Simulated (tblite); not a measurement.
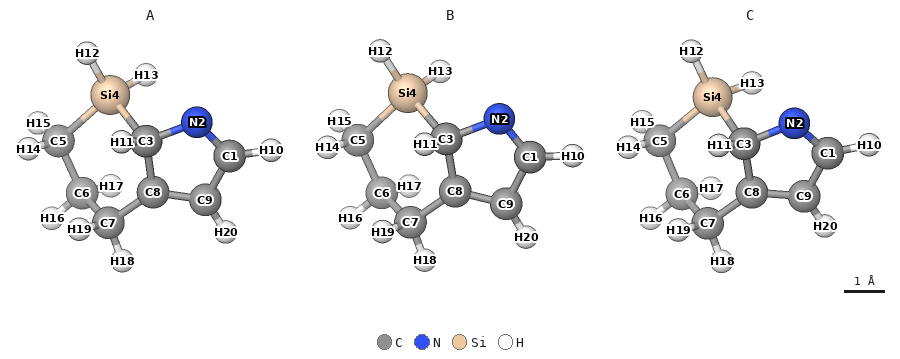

3 geometries from one relaxation of C₇H₁₁NSi, in shuffled order. Style: ball-and-stick. Shown at a tilt.

Computed with tblite 0.8.0, GFN2-xTB geometry optimisation, gas phase. 

### Order the frames from highest to lowest energy.

B, A, C. They are steps 0, 19, 59, at +0.301 eV, +0.035 eV relative to the last. The energy falls by 0.301 eV in 59 geometry steps. The largest moves after the best rigid fit, 0.43 Å, are those of H13 and H20. Largest moves by element: H 0.43 Å, C 0.25 Å, N 0.25 Å, Si 0.16 Å. Some distances before and after: N2–C3 1.474 → 1.417 Å, C1–C9 1.462 → 1.430 Å, Si4–H12 1.489 → 1.462 Å, C3–C8 1.500 → 1.475 Å. Among the angles between lasting bonds that change: Si4–C3–C8 111.6° → 103.0°, C8–C3–H11 109.6° → 117.6°, C9–C1–H10 118.7° → 125.8°.
